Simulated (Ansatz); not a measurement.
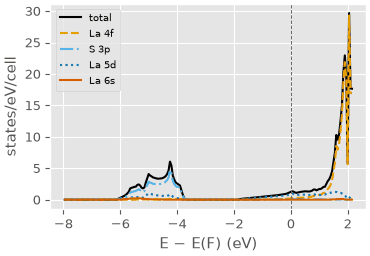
Total and projected density of states of LaS (rock salt, Fm-3m), r²SCAN (plane waves, PAW; program Ansatz)

Q: Which orbitals carry the states next to the Fermi level?

A: Within 0.5 eV of the Fermi level: La 5d 69 %, La 4f 20 %, S 3p 5 %. Projections are on Löwdin-orthogonalised atomic valence shells; empty p or d shells of many metals are not among them.

Q: Where is the tallest occupied peak in this window, and what makes it?

A: Near -4.2 eV, about 6.1 states/eV per cell; the largest projected share is S 3p.

The first step of the workflow began from a Materials Project structure, measured or hypothetical; the Crystallography Open Database files this formula in space group No. 225, but the cells were not matched. Whether it is the stable phase at ambient conditions was not checked. Symmetry was held in the r²SCAN relaxation; whether a distortion lowers the energy is not shown. With an odd number of electrons in the cell and no spin polarisation, the count alone makes it a metal. Scalar-relativistic: spin–orbit coupling is off unless named, which matters more the heavier the elements.

Potentials: the later of the program's two PAW sets.
